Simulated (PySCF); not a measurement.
```xyz
18

Si    1.9503    1.6029    0.0391
C     0.4327    0.5970    0.4474
C    -0.9196    1.0969    0.0701
C    -1.5716    0.2183   -1.0160
S    -2.0993   -1.4046   -0.4115
C    -0.4877   -2.1836   -0.1453
Si    0.4936   -1.1308    1.1244
H     2.6959    1.8888    1.2693
H     1.5281    2.8592   -0.5903
H     2.8384    0.8845   -0.8844
H    -0.8703    2.1180   -0.3187
H    -1.5914    1.0954    0.9349
H    -0.8827    0.0673   -1.8474
H    -2.4822    0.6917   -1.3833
H    -0.7030   -3.1829    0.2219
H     0.0116   -2.2684   -1.1085
H     1.8609   -1.6484    1.1848
H    -0.2125   -1.2951    2.4019
```

Geometry: GFN2-xTB.

Computed with UKS B3LYP, pcH-1 on C H S Si, non-relativistic, mean-field spin-orbit, GIAO in PySCF 2.14.0, density-fitted response routines.

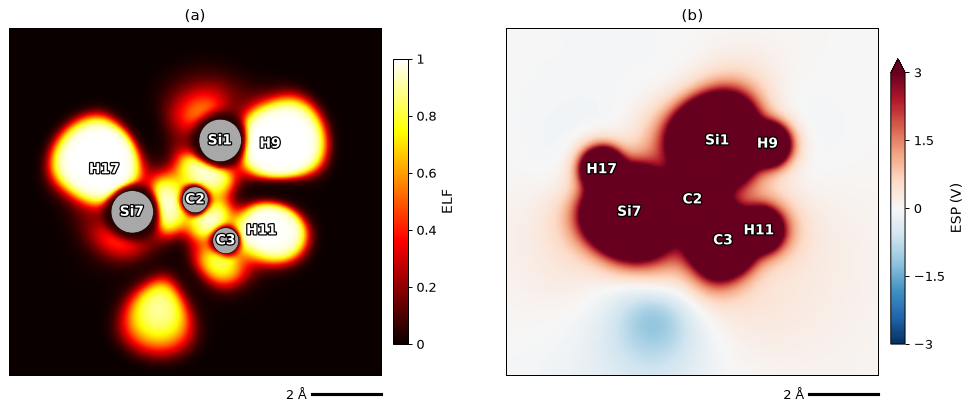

C₄H₁₁SSi₂ (SMILES [SiH3][C]1CCSC[SiH2]1) (doublet). (a) electron localisation function; (b) electrostatic potential on the plane of atoms Si1, C2 and Si7. Grey discs cover the atomic cores in the ELF map.

Read the bonding off the picture.

Answer.
- Atoms in the plane: Si, C and H.
- C–C (1.49 Å): the ELF peaks at about 0.95 between the atoms (a shared electron pair).
- C–Si (1.86 Å): the ELF peaks at about 0.95 between the atoms, as expected for localised, covalent bonding.
- C–H (1.09 Å): the ELF climbs to about 1 towards the hydrogen, as it does in any bond to H: an ordinary covalent bond to hydrogen.
- Si–H (1.46 Å): the ELF climbs to about 1 towards the hydrogen.
- Outside the dense part of the molecule the potential is most negative (−1.2 V) near S5, which lies off the plane.
